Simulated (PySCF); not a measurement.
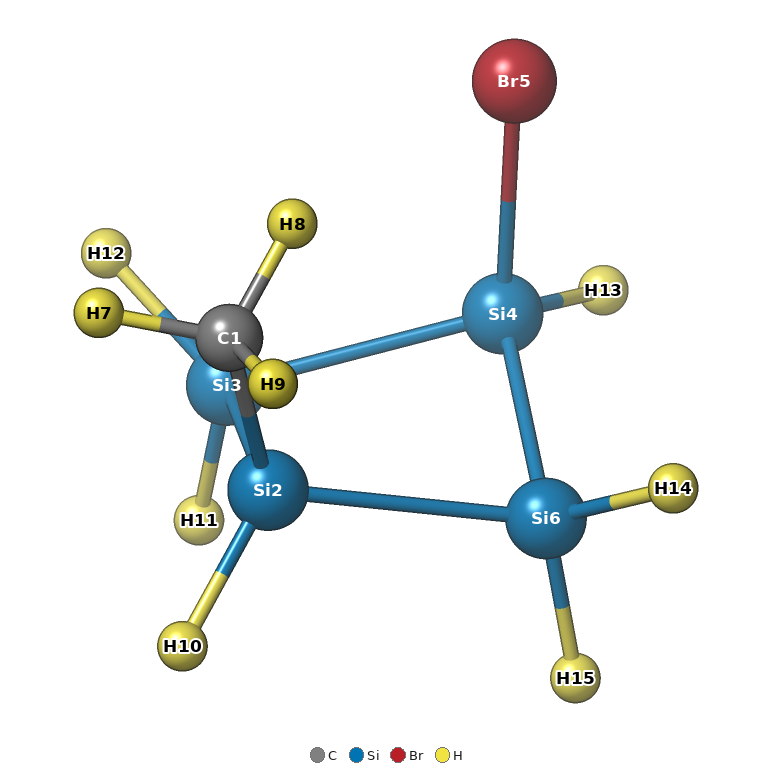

Atoms fade into the background with distance from the viewer. The computed structure is the end point of a PBE0-D3(BJ)/def2-SVP optimisation. No frequency run is at hand to confirm it as a minimum.

**What is the conformation of the ring Si2–Si3–Si4–Si6?**

It is puckered (butterfly). The Cremer–Pople amplitude Q is 0.50 Å.

**Give the torsion angles round the ring, beginning with the bond from its second to its third atom.**

24°, −24°, 24°, −24°.
